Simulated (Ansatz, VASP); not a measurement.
# Cross-check of MgS (Niningerite) between VASP and Ansatz

Aim: how closely do two programs agree when they are given the same cell, functional and k mesh? The cell comes out of the VASP series on this material, whose earlier steps may have relaxed, scaled or displaced it; both programs get it as it stands.

Method: plane waves, with VASP 6.6.1 beside it; relaxation of cell and atoms at LDA, in Ansatz 0.2.0.

## Step 1: The structure

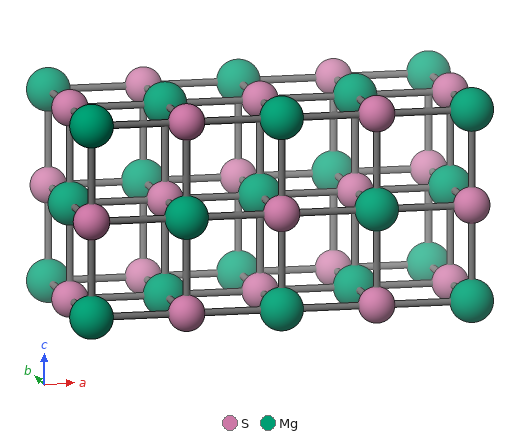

The starting structure, seen slightly off an axis (sulfur pink, magnesium teal). 2×1×1 cells are drawn. This picture shows the conventional cell, with its axes. Some periodic images of atoms are drawn too.

## Step 2: VASP: relaxation of cell and atoms, LDA

The relaxed volume is the usual yardstick between codes: its relative difference is about their pressure difference at one cell divided by the bulk modulus.

Lines of VASP's logs that name or quote its potential files are left out, and so is its time.

INCAR reads:

```
SYSTEM = MgS
PREC = Accurate
ENCUT = 450
EDIFF = 1E-06
NELM = 100
ISMEAR = 0
SIGMA = 0.03
LREAL = .FALSE.
ALGO = Normal
GGA = CA
NBANDS = 10
LORBIT = 11
LWAVE = .FALSE.
LCHARG = .FALSE.
KPAR = 4
IBRION = 2
NSW = 50
ISIF = 3
EDIFFG = -0.006
```

POSCAR reads:

```
MgS
1.0
    0.0000000000      2.5585504375      2.5585504375
    2.5585504375      0.0000000000      2.5585504375
    2.5585504375      2.5585504375      0.0000000000
S Mg
1 1
Direct
    0.5000000000      0.5000000000      0.5000000000
    0.0000000000      0.0000000000      0.0000000000
```

KPOINTS reads:

```
Automatic mesh
0
Gamma
8 8 8
0 0 0
```

The projector-augmented-wave data sets are S and Mg (LDA family, release 64).

Command:

```sh
mpirun -np 4 vasp_std
```

Numbers of over 12 decimals in the logs are rounded to 6 here.

What it wrote:

```text
[banner, memory and clock lines left out]
running    4 mpi-ranks, on    1 nodes
 distrk:  each k-point on    1 cores,    4 groups
 distr:  one band on    1 cores,    1 groups

 POSCAR found type information on POSCAR S Mg
 POSCAR found :  2 types and       2 ions
 LDA part: xc-table for (Slater(with rela. corr.)+CA(PZ))
 , standard interpolation
 POSCAR, INCAR and KPOINTS ok, starting setup
 FFT: planning ... GRIDC
 FFT: planning ... GRID_SOFT
 FFT: planning ... GRID
 WAVECAR not read
 entering main loop
       N       E                     dE             d eps       ncg     rms          rms(c)
DAV:   1     0.175772739673E+02    0.17577E+02   -0.34220E+03   636   0.577E+02
DAV:   2    -0.892389404955E+01   -0.26501E+02   -0.25487E+02   752   0.985E+01
DAV:   3    -0.100072656587E+02   -0.10834E+01   -0.10817E+01   702   0.215E+01
DAV:   4    -0.100139861177E+02   -0.67205E-02   -0.67200E-02   710   0.198E+00
DAV:   5    -0.100140271004E+02   -0.40983E-04   -0.40982E-04   698   0.141E-01    0.464E+00
DAV:   6    -0.964562187833E+01    0.36841E+00   -0.82108E-01   632   0.381E+00    0.359E+00
DAV:   7    -0.959704287015E+01    0.48579E-01   -0.19709E-01   656   0.199E+00    0.219E+00
DAV:   8    -0.959239846636E+01    0.46444E-02   -0.10706E-02   648   0.619E-01    0.793E-01
DAV:   9    -0.959211828716E+01    0.28018E-03   -0.55167E-04   640   0.132E-01    0.335E-01
DAV:  10    -0.959209866909E+01    0.19618E-04   -0.54595E-05   684   0.381E-02    0.120E-01
DAV:  11    -0.959209477984E+01    0.38892E-05   -0.20878E-05   638   0.213E-02    0.152E-02
DAV:  12    -0.959209481440E+01   -0.34564E-07   -0.24205E-07   332   0.381E-03
   1 F= -.95920948E+01 E0= -.95920948E+01  d E =-.959209E+01
 curvature:   0.00 expect dE= 0.000E+00 dE for cont linesearch  0.000E+00
 trial: gam= 0.00000 g(F)=  0.855E-62 g(S)=  0.415E-06 ort = 0.000E+00 (trialstep = 0.100E+01)
 search vector abs. value=  0.415E-06
 reached required accuracy - stopping structural energy minimisation
```

Parts of OUTCAR (step 2):

```text
ion  position               nearest neighbor table
   1  0.500  0.500  0.500-   2 2.56   2 2.56   2 2.56   2 2.56   2 2.56   2 2.56
   2  0.000  0.000  0.000-   1 2.56   1 2.56   1 2.56   1 2.56   1 2.56   1 2.56

  LATTYP: Found a face centered cubic cell.
 ALAT       =     5.1171008750

 Subroutine GETGRP returns: Found 48 space group operations
 (whereof 48 operations were pure point group operations)

The static configuration has the point symmetry O_h .

 Found     29 irreducible k-points:

   k-points           NKPTS =     29   k-points in BZ     NKDIM =     29   number of bands    NBANDS=     10

   dimension x,y,z NGX =    28 NGY =   28 NGZ =   28
   dimension x,y,z NGXF=    56 NGYF=   56 NGZF=   56

   ENCUT  =  450.0 eV  33.07 Ry    5.75 a.u.   6.26  6.26  6.26*2*pi/ulx,y,z

   NELECT =       8.0000    total number of electrons

 k-points in reciprocal lattice and weights: Automatic mesh
   0.00000000  0.00000000  0.00000000       0.002
   0.12500000  0.00000000  0.00000000       0.016
   0.25000000  0.00000000  0.00000000       0.016
   0.37500000  0.00000000  0.00000000       0.016
   0.50000000  0.00000000  0.00000000       0.008
   0.12500000  0.12500000  0.00000000       0.012
   0.25000000  0.12500000  0.00000000       0.047
   0.37500000  0.12500000  0.00000000       0.047
   0.50000000  0.12500000  0.00000000       0.047
[...]
-0.37500000  0.50000000  0.12500000       0.023
  -0.25000000  0.50000000  0.25000000       0.012

 average (electrostatic) potential at core
       1 -86.3089       2 -36.4067

 E-fermi :   4.2395

 k-point     1 :       0.0000    0.0000    0.0000
  band No.  band energies     occupation
      1      -8.8931      2.00000
      2       4.0446      2.00000
      3       4.0446      2.00000
      4       4.0446      2.00000
      5       7.9422      0.00000
      6      11.8446      0.00000
      7      11.8446      0.00000
      8      11.8446      0.00000
      9      14.3607      0.00000
    ...

 k-point     2 :       0.1250    0.0000    0.0000
  band No.  band energies     occupation
      1      -8.7274      2.00000
      2       2.9349      2.00000
      3       3.9311      2.00000
      4       3.9311      2.00000
      5       8.7338      0.00000
      6      11.5662      0.00000
      7      12.1161      0.00000
      8      12.1161      0.00000
      9      13.7171      0.00000
    ...

 k-point     3 :       0.2500    0.0000    0.0000
  band No.  band energies     occupation
      1      -8.2751      2.00000
      2       1.0591      2.00000
      3       3.6858      2.00000
      4       3.6858      2.00000
      5       9.0025      0.00000
      6      11.7677      0.00000
      7      11.7677      0.00000
      8      12.4827      0.00000
      9      14.3011      0.00000
    ...

  Total       -0.0023946     -0.0023946     -0.0023946      0.0000000      0.0000000     -0.0000000
  in kB       -0.1145321     -0.1145321     -0.1145321      0.0000000      0.0000000     -0.0000000
  external PRESSURE =      -0.1145321 kB  Pullay stress =       0.0000000 kB

  energy-cutoff  :      450.00
  volume of cell :       33.50
      direct lattice vectors                 reciprocal lattice vectors
     0.000000000  2.558550438  2.558550438    -0.195423155  0.195423155  0.195423155
     2.558550438  0.000000000  2.558550438     0.195423155 -0.195423155  0.195423155
     2.558550438  2.558550438  0.000000000     0.195423155  0.195423155 -0.195423155

 POSITION                                       TOTAL-FORCE (eV/Angst)
 -----------------------------------------------------------------------------------
      2.55855      2.55855      2.55855         0.000000     -0.000000     -0.000000
      0.00000      0.00000      0.00000        -0.000000      0.000000      0.000000
 -----------------------------------------------------------------------------------
    total drift:                                0.000000      0.000000      0.000000

  FREE ENERGIE OF THE ION-ELECTRON SYSTEM (eV)
  ---------------------------------------------------
  free  energy   TOTEN  =        -9.5920948144 eV

  energy  without entropy=       -9.5920948144  energy(sigma->0) =       -9.59209481

 reached required accuracy - stopping structural energy minimisation

 total charge
# of ion       s       p       d       tot
------------------------------------------
    1        1.313   2.510   0.000   3.823
    2        0.148   0.146   0.046   0.340
--------------------------------------------------
tot          1.462   2.657   0.046   4.164

[... 3 further parts left out ...]
```

## Step 3: Ansatz: relaxation of cell and atoms, LDA

Ansatz runs on its default PAW (the set named soft_2) files.

The same cell, functional (in two slightly different forms), mesh and smearing now go to Ansatz, which takes its cutoff from its data sets.

input.yaml reads:

```yaml
crystal:
  lattice:
    - [0.0, 2.5585504375, 2.5585504375]
    - [2.5585504375, 0.0, 2.5585504375]
    - [2.5585504375, 2.5585504375, 0.0]
  atoms:
    - { symbol: S, position: [0.5, 0.5, 0.5] }
    - { symbol: Mg, position: [0.0, 0.0, 0.0] }
hamiltonian:
  xc: lda
  pseudopotentials: { kind: paw }
kpoints:
  mp_grid: { grid: [8, 8, 8] }
scf:
  occupations: { method: gaussian, width: 0.03 }
relax:
  f_tol: 0.01
  max_steps: 60
  cell: { stress_tol: 0.05 }
output:
  forces: true
  stress: true
```

Command:

```sh
ansatz run input.yaml --threads 4 --pin off --max-ram 9216MiB --backend cpu --events-out ev --progress --plain --runs-dir out
```

What it wrote:

```text
Engine: ansatz 0.2.0, aarch64-unknown-linux-gnu
Pseudopotentials: kind: paw
Pseudopotential: S, paw, valence charge 6, recommended cutoff 420 eV (normal), S.paw.azcp
Pseudopotential: Mg, paw, valence charge 10, recommended cutoff 420 eV (normal), Mg.paw.azcp
Functional definition: SPW92
  exchange = slater_x
  correlation = pw_c
Crystal: 2 atoms, lattice volume = 33.497 Å³
Basis set: ecut = 420 eV, 645 PW (Γ)
Bands: 12, of which v1, the nominal top of the filled ones, is band 8 counted from 1 (7 counted from 0)
Symmetry: 48 space group operations
Space group: Fm-3m (ITA 225), of the structure as read, at distance tolerance 3.2e-5 Å
k-points: 29 of 512
Non-local potential: S, projectors of the file, l = 0: 2, l = 1: 2, l = 2: 2
Non-local potential: Mg, projectors of the file, l = 0: 3, l = 1: 2, l = 2: 1
PAW form: soft (Blöchl's): semilocal exchange-correlation on the pseudo side does not see the compensation charge
PAW frozen core: S, regenerated for the run's functional, and the local potential with it (the file was generated under x = pbe(κ = 0.804, μ = 0.219515), c = pbe(β = 0.066725))
PAW frozen core: Mg, regenerated for the run's functional, and the local potential with it (the file was generated under x = pbe(κ = 0.804, μ = 0.219515), c = pbe(β = 0.066725))
PAW one-centre angular grid: S, 110 points (default); XC on 64 Gauss nodes
PAW one-centre angular grid: Mg, 110 points (default); XC on 64 Gauss nodes
Initial density: superposition of atomic densities (neutral atoms: chi_scale 0, normalization atom), corrected by the library's trained network
Initial wavefunctions: pseudopotential atomic-orbital guess
Functional: x = slater, c = lda
SCF iter   1: F=—  HF=-2774.184649 eV  |F-HF|=—  |Δ(HF+E_count)|=         —  Δρ=6.95e-3  dr2=9.11e-3  ethr=1.77e-3  ⟨swp⟩=6.3  Hψ=2098  notcnv=0
preconditioner: auto → none  [insulator: Δε(μ)=2.616 eV  Ē_g=11.871 eV  σ=0.030 eV  W_gap=1.00  n_scr=8 (ndim 8)  ℏωp=18.1 eV  f_vac=0.000  D(μ)=0.00/eV (n_scr^D=0)  ε∞_Penn≈3.3]
SCF iter   2: F=—  HF=-2774.178778 eV  |F-HF|=—  |Δ(HF+E_count)|=   5.87e-3  Δρ=2.74e-3  dr2=1.32e-3  ethr=5.70e-5  ⟨swp⟩=2.6  Hψ=898  notcnv=0
SCF iter   3: F=—  HF=-2774.178132 eV  |F-HF|=—  |Δ(HF+E_count)|=   6.46e-4  Δρ=3.74e-4  dr2=2.41e-5  ethr=8.28e-6  ⟨swp⟩=2.0  Hψ=467  notcnv=0
SCF iter   4: F=—  HF=-2774.178120 eV  |F-HF|=—  |Δ(HF+E_count)|=   1.14e-5  Δρ=4.29e-5  dr2=4.35e-7  ethr=1.51e-7  ⟨swp⟩=2.6  Hψ=537  notcnv=0
iter 5 did not close the SCF: its close was put off for the readings that it lacked (scf_convergence_deferred on its scf_iter line)
SCF iter   5: F=-2774.178120 eV  HF=-2774.178120 eV  |F-HF|=2.03e-8  |Δ(HF+E_count)|=   2.51e-7  Δρ=8.05e-6  dr2=2.47e-8  ethr=2.72e-9  ⟨swp⟩=2.0  Hψ=580  notcnv=0
SCF iter   6: F=-2774.178120 eV  HF=-2774.178120 eV  |F-HF|=3.93e-9  |Δ(HF+E_count)|=   8.66e-9  Δρ=2.94e-6  dr2=4.77e-9  ethr=1.54e-10  ⟨swp⟩=2.0  Hψ=1155  notcnv=0
SCF 1 converged in 6 iterations: F = -2774.178120 eV  dr2 = 4.77e-9
  greatest PAW one-centre occupation: 1.000 electrons in one spin orbital (limit 2), on the Mg atom at site 1 (counted from 0), in its partial waves of l = 0
relax step   1: F+E_penalty+E_count = -2774.17812007 eV  Δ(F+E_penalty+E_count) = +0.000e0 eV  max|allowed force component| = 2.038e-30 eV/Å  Δτ_max = 0.0000 Å  P = +0.599 GPa  Ω = 33.497 Å³  (6 SCF iters, dr2 threshold 1.00e-7 eV, accepted)
[...]
relax step   2: F+E_penalty+E_count = -2774.17852724 eV  Δ(F+E_penalty+E_count) = -4.072e-4 eV  max|allowed force component| = 1.841e-30 eV/Å  Δτ_max = 0.0000 Å  P = +0.139 GPa  Ω = 33.680 Å³  energy of the carried Pulay correction = -1.156e-5 eV  (3 SCF iters, dr2 threshold 2.00e-7 eV, accepted)
[...]
relax step   3: F+E_penalty+E_count = -2774.17854780 eV  Δ(F+E_penalty+E_count) = -2.057e-5 eV  max|allowed force component| = 5.391e-30 eV/Å  Δτ_max = 0.0000 Å  P = +0.001 GPa  Ω = 33.735 Å³  energy of the carried Pulay correction = -1.506e-5 eV  (3 SCF iters, dr2 threshold 4.82e-8 eV, accepted)
[...]
relax step   4: F+E_penalty+E_count = -2774.17856270 eV  Δ(F+E_penalty+E_count) = -1.490e-5 eV  max|allowed force component| = 4.404e-30 eV/Å  Δτ_max = 0.0000 Å  P = +0.001 GPa  Ω = 33.735 Å³  stress off target by 1.01e-3 GPa  SCF on the basis re-selected at this cell (its energy is not comparable with the rows above)  (4 SCF iters)
basis re-selected at this cell: Δ(F+E_penalty+E_count) = -1.490e-5 eV, ΔP = -0.000 GPa vs the last step (what re-selecting the basis moved, of the pressure what is left beyond the Pulay correction that the steps carried, after the strain that the cell walked since its last selection, with what the two solves' SCF thresholds leave and, on support functions, any second-order correction that the steps lacked; it is no m [...]
SCF converged after 4 iterations
Free energy (F): -2774.178563 eV
Harris-Foulkes:  -2774.178563 eV  (|F-HF|=9.09e-13)
Internal energy: -2774.178563 eV  (E = F + TS)
E sigma→0 (E₀):  -2774.178563 eV
Fermi energy:    8.020986 eV
--- Per-component energies (eV) ---
  E_band       = -325.786852
  E_kinetic    = 186.776740
  E_local      = -1645.146562  (includes V_loc(G=0)·N_el)
  E_nonlocal   = 125.284776
  E_hartree    = 584.822275
  E_xc         = -127.120156
  E_vxc        = -127.860936  (∫ρ·V_xc dr)
  E_paw        = -840.279189  (= ΣΔE_a)
  E_vpaw       = -34.485457  (= ΣTr[D̂ρ^β])
  E_aug_tail   = 0.000004  (compensation charges beyond the density's cutoff)
  E_ewald      = -1058.820128
  E_core_change = 0.303677  (= ΣΔE_core)
  E_smearing   = -0.000000  (= −TS)
  E_closure    = 0.000000  (closes the sum)
  Σ components = -2774.178563   (vs F -2774.178563, Δ=0.00e0)
--- Forces (eV/Å), atoms counted from 1 ---
  atom   1  S      0.00000000     0.00000000    -0.00000000
  atom   2  Mg    -0.00000000     0.00000000    -0.00000000
  max |Σ_I F_I| component: 4.27e-30 eV/Å
--- Stress (GPa, compression-positive) ---
        0.001009      -0.000000       0.000000
        0.000000       0.001009      -0.000000
       -0.000000      -0.000000       0.001009
  P = ⅓ Tr σ = 0.0010 GPa (0.010 kbar)
--- Relaxed structure (3 steps of the walk, 3 accepted, 1 SCFs on fresh bases) ---
  F+E_penalty+E_count = -2774.17856270 eV   max|allowed force component| = 4.404e-30 eV/Å   (the final SCF, on the basis selected at the relaxed cell)
  cell:  # Å, volume = 33.7355 Å³
    - [0, 2.564596, 2.564596]
    - [2.564596, 0, 2.564596]
    - [2.564596, 2.564596, 0]
  atoms:
    - { symbol: S, position: [0.500000, 0.500000, 0.500000] }
    - { symbol: Mg, position: [0, 0, 0] }
```

Run time: 0.82 s. Hardware: 4 threads of Arm Neoverse V2, shared host; peak memory 0.28 GiB; 2.3 s of CPU time.

## Step 4: Comparison

Known differences besides the PAW data sets themselves: the two LDA forms differ slightly; both relaxations stop at a tolerance, which leaves soft axes loose, and VASP keeps its plane-wave basis; the data sets hold 16 valence electrons in Ansatz (default PAW (the set named soft_2) files) and 8 in VASP; the cutoff is 420 eV in Ansatz and 450 eV in VASP; Ansatz makes its cores anew for this functional, VASP keeps those of its LDA data sets; Ansatz adds a Pulay correction to the stress that steers its cell, VASP none. Total energies have different zeros and are not compared.

The two programs side by side:

| quantity | Ansatz | VASP | difference |
| --- | --- | --- | --- |
| volume (Å³) | 33.74 | 33.50 | +0.71 % |
| edge a after relaxation, in the typed setting (Å) | 3.627 | 3.618 | +0.24 % |

The walks stopped with 0.00 GPa left in Ansatz and -0.01 GPa in VASP; each walk ends within a tolerance, so the volume difference is uncertain by about these residues over the bulk modulus, most in soft cells.

## Step 5: What came out

```json
{
  "difference in volume (relaxation of cell and atoms, LDA)": "0.71 %"
}
```

In words: The difference in volume is 0.71 % (relaxation of cell and atoms, LDA), within the 1.2 % picked in this series as the mark of a large difference, as far as the stopping tolerances let one tell. How closely two codes agree says nothing of how well the functional describes the real material.

[Lines on the potential files, build, host, timing and source positions are cut from VASP's logs without a mark.]

[Logs are printed without paths, hosts, clocks, repeated set-up lines and the standing remarks that a program may print on its own settings, such as how far it seeks lower states.]

[Hosts, paths, dates, database ids (printed as entryN), source tags and the programs' standing remarks are cut or masked in the printed files.]
